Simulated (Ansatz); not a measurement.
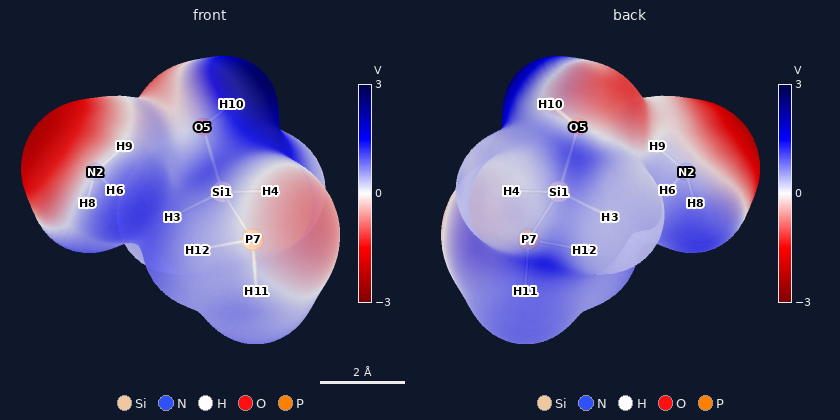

The picture shows: H₅OPSi···NH₃. The molecular electrostatic potential painted on the density surface at 0.002 e/bohr³, seen from the front and from behind; red is negative and blue positive.

These are results of RKS PBE0-D4/def2-SVP in Ansatz, not measurements.

Input

```
crystal:
  periodic: [false, false, false]
  atoms:
    - { symbol: Si, position_ang: [-0.698836, 0.935403, 0.253319] }
    - { symbol: "N", position_ang: [0.502743, -1.952487, 0.230173] }
    - { symbol: H, position_ang: [-1.717636, -0.146133, 0.273807] }
    - { symbol: H, position_ang: [-1.430949, 2.237014, 0.389275] }
    - { symbol: O, position_ang: [0.296765, 0.74837, 1.588233] }
    - { symbol: H, position_ang: [0.449688, -1.348041, -0.589149] }
    - { symbol: P, position_ang: [0.49898, 1.146339, -1.591417] }
    - { symbol: H, position_ang: [-0.441777, -2.283661, 0.414408] }
    - { symbol: H, position_ang: [0.754685, -1.34865, 1.012059] }
    - { symbol: H, position_ang: [0.839711, 1.500257, 1.840613] }
    - { symbol: H, position_ang: [-0.426177, 0.468467, -2.441709] }
    - { symbol: H, position_ang: [1.372801, 0.043222, -1.379611] }
basis:
  gaussian: { orbitals: def2-SVP }
hamiltonian:
  xc: pbe0
  dispersion: d4
relax:
  f_tol: 0.03
  max_steps: 50
output:
  orbitals: {}
```

Command:

```sh
ansatz run input.yaml --threads 2 --pin off --max-ram 3072MiB --backend cpu --events-out ev --progress --plain --runs-dir out
```

The fields are those of the run's last geometry, not of the input's.

Q: Where is the surface potential most negative and most positive?

A: The most negative region (about −2.2 V) lies over N2, the most positive (about +2.8 V) over H10. N2 is the likeliest acceptor of a hydrogen bond.
